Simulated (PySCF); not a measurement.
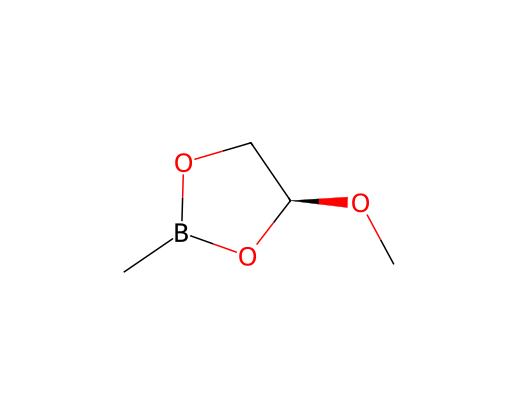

Skeletal drawing of a molecule.

**Give its SMILES.**

CO[C@@H]1COB(C)O1

**What is the molecular formula?**

C4H9BO3.

**An optimisation with PBE0-D3(BJ)/def2-SVP gave a structure of which point group?**

C1.

The parts below concern this one geometry. Atoms keep their numbers from picture to picture. The computed structure is the end point of a PBE0-D3(BJ)/def2-SVP optimisation. No frequency run is at hand to confirm it as a minimum.

### Shape

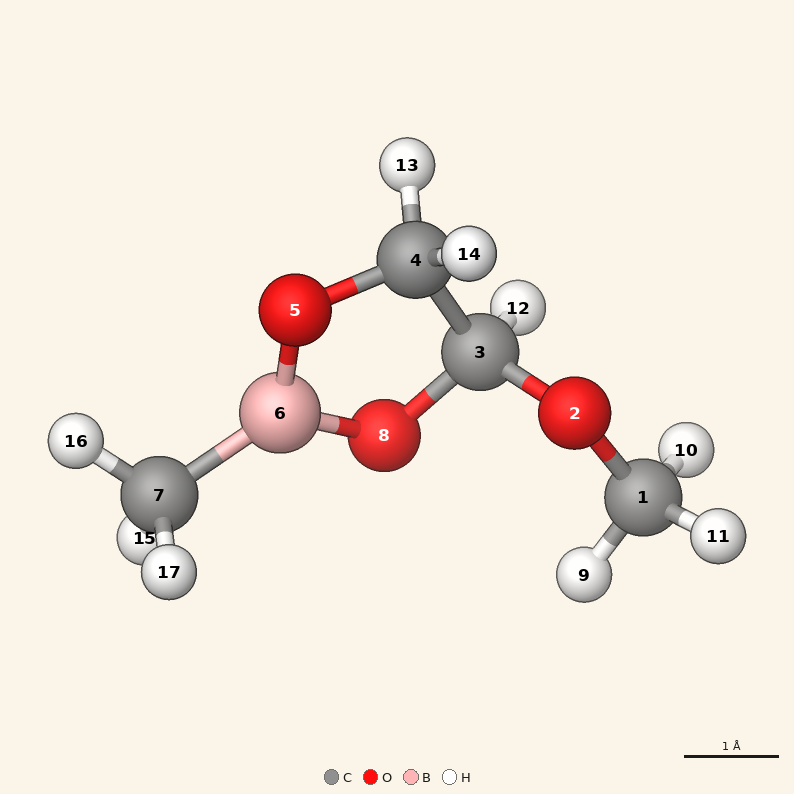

The atoms are numbered. No frequency run is at hand to confirm it as a minimum.

Which atoms are bonded, and how long are the bonds? Leave out bonds to hydrogen.

| bond | length (Å) | order |
| --- | --- | --- |
| C1–O2 | 1.403 | single |
| O2–C3 | 1.379 | single |
| C3–C4 | 1.535 | single |
| C3–O8 | 1.413 | single |
| C4–O5 | 1.412 | single |
| O5–B6 | 1.367 | single |
| B6–C7 | 1.560 | single |
| B6–O8 | 1.377 | single |

### Spin–spin coupling

No frequency run is at hand to confirm it as a minimum. Properties computed with B3LYP/pcJ-1 indirect spin-spin coupling, non-relativistic, gas phase (PySCF 2.14.0). Isotopes: 11B, 13C, 1H, 17O.

Give the spin–spin coupling constants of these pairs, with the number of bonds between them: B6/O8, C3/B6, B6/H15, B6/H13.

| pair | bonds apart | J (Hz) |
| --- | --- | --- |
| B6, O8 | 1 | 0.5 |
| C3, B6 | 2 | 1.2 |
| B6, H15 | 2 | −6.6 |
| B6, H13 | 3 | 1.3 |

### Excitation

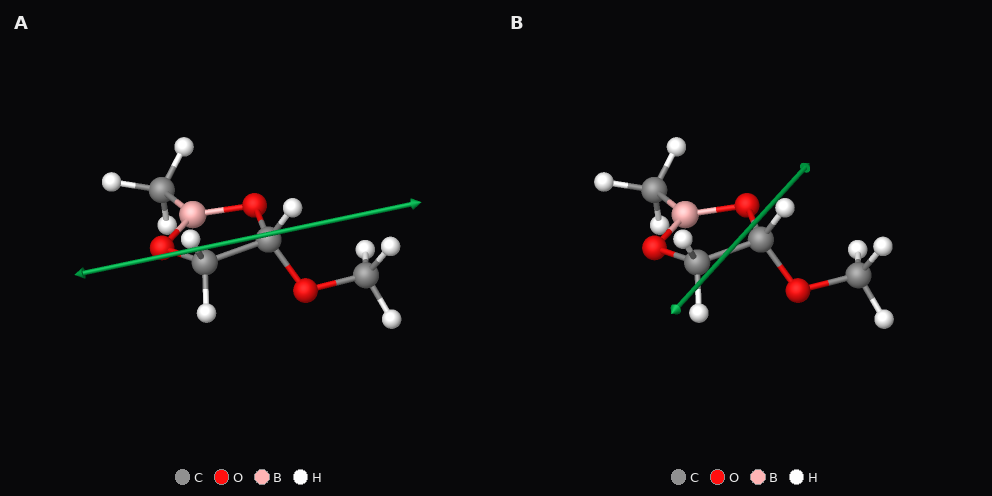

The double arrows show the directions of two transition dipoles from the ground state (lengths mean nothing). No frequency run is at hand to confirm it as a minimum. Properties computed with TDDFT CAM-B3LYP/def2-SVPD, vertical, IEF-PCM acetone (non-equilibrium linear response), core orbitals frozen in the response (PySCF 2.14.0).

**One belongs to singlet state 3 and one to singlet state 4. Which is which?**

A: state 3, 8.51 eV (146 nm), oscillator strength 0.068, of mixed character, with the largest part HOMO → LUMO+1 (weight 0.44).
B: state 4, 8.66 eV (143 nm), oscillator strength 0.043, of mixed character, with the largest part HOMO−1 → LUMO+3 (weight 0.21).

### NMR shielding

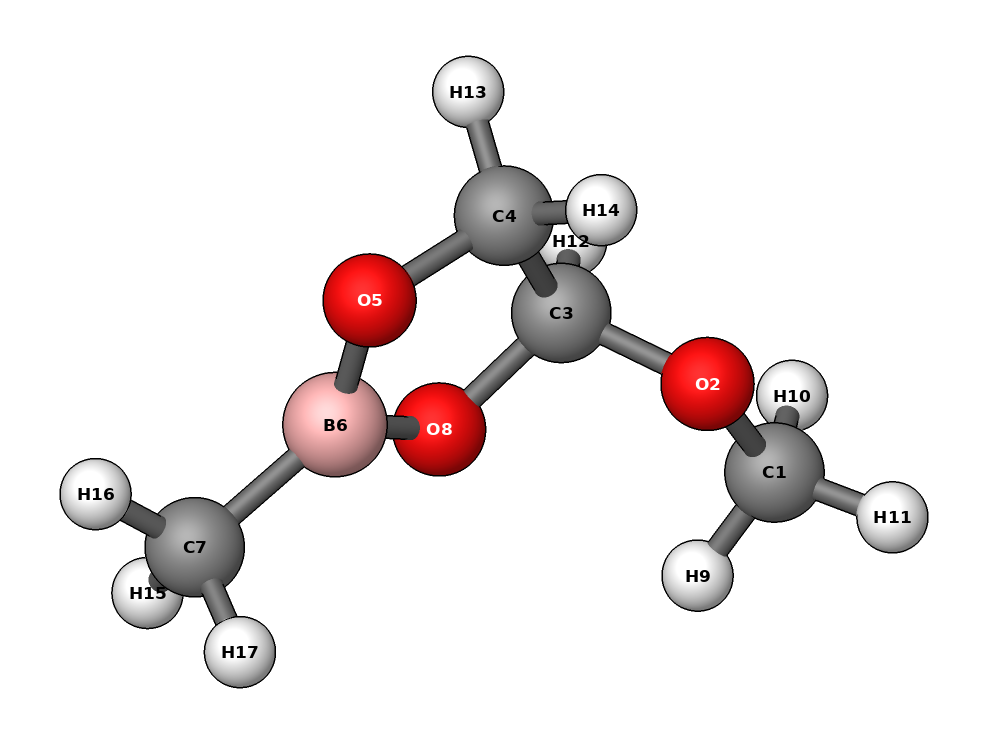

No frequency run is at hand to confirm it as a minimum. Level of theory: GIAO KT3/pcSseg-1 NMR shielding, non-relativistic, gas phase (PySCF 2.14.0). Principal shieldings σ11 ≤ σ22 ≤ σ33, span Ω = σ33 − σ11, skew κ = 3(σiso − σ22)/Ω.

Give the shielding tensors of the B atoms.

```csv
atom,σ11,σ22,σ33,σiso,Ω,κ
B6,48.8,77.2,83.6,69.9,34.8,−0.63
```

Shieldings and span in ppm.
